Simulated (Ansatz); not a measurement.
## TiSi2 (C49 type, space group Cmcm): map of one atom of the cell

TiSi₂ (C49 type, space group Cmcm)

```
CELL_PARAMETERS angstrom
      1.77297    -6.78252     0.00000
      1.77297     6.78252     0.00000
      0.00000     0.00000     3.57969
ATOMIC_POSITIONS crystal
  Si 0.94084 0.05916 0.75000
  Si 0.05916 0.94084 0.25000
  Si 0.25028 0.74972 0.75000
  Si 0.74972 0.25028 0.25000
  Ti 0.60320 0.39680 0.75000
  Ti 0.39680 0.60320 0.25000
```

In this cell atom 2 (Si, nearest neighbour Si at 2.404 Å; its periodic images, 3.5 Å or more away, move with it) is moved by u·(1.000, 0.000, 0.000) + v·(0.000, 0.000, 1.000); the rest is frozen.

Calculation: PBE (plane waves to 420 eV, PAW, scalar-relativistic; Ansatz, a program for electronic structure). k mesh 11×11×11 (Γ-centred), Fermi-Dirac smearing 0.05 eV. Energies are smeared free energies. With partly filled bands, energies and forces of such displacements shift with the k mesh and the smearing. The PAW data are Ansatz's earlier set. This is one of several known forms of TiSi2; the measured ambient cells at hand have space group No. 70. TiSi2 is run without spin polarisation. TiSi2 was relaxed with its symmetry unable to fall. The zero of ΔE is the undisplaced structure. Axes are in Å.

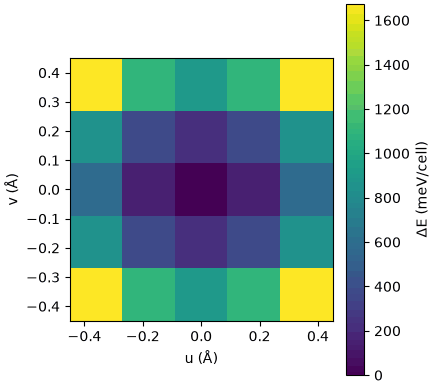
*ΔE (meV/cell) over the 5×5 grid of computed points.*

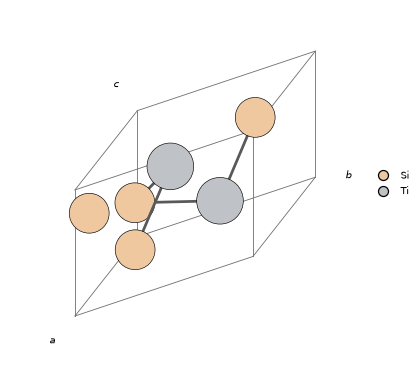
*The cell of the calculation at u = 0.360 Å, v = 0.360 Å.*

Principal force constants in the plane (five-point differences of the forces): 8.9 and 13.7 eV/Å². Centre of the map: a minimum. Softest direction at the centre: along u. Highest place on the grid, met at several equal points: u = -0.360 Å, v = -0.360 Å; u = 0.360 Å, v = -0.360 Å; u = -0.360 Å, v = 0.360 Å; u = 0.360 Å, v = 0.360 Å (1674 meV/cell). Lowest place on the grid: u = 0.000 Å, v = 0.000 Å (0 meV/cell).

(A displaced cell: forces are minus the slopes of the energy, force constants its curvatures, and phonons follow from these.)
